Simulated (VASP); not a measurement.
Energy against volume of KBr (rock salt). All values below come from SCAN meta-GGA, VASP's PBE PAW potentials (set 64) (plane waves; VASP 6.6.1).

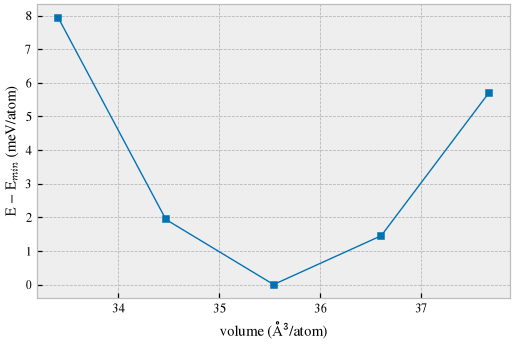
Fig. 1. Energy against volume

**Question.** Estimate the equilibrium volume and the bulk modulus.

**Answer.** The minimum lies near 35.6 Å³/atom, and the curvature gives B0 of about 17 GPa.

The compound is KBr in the rock salt structure. It was relaxed first.
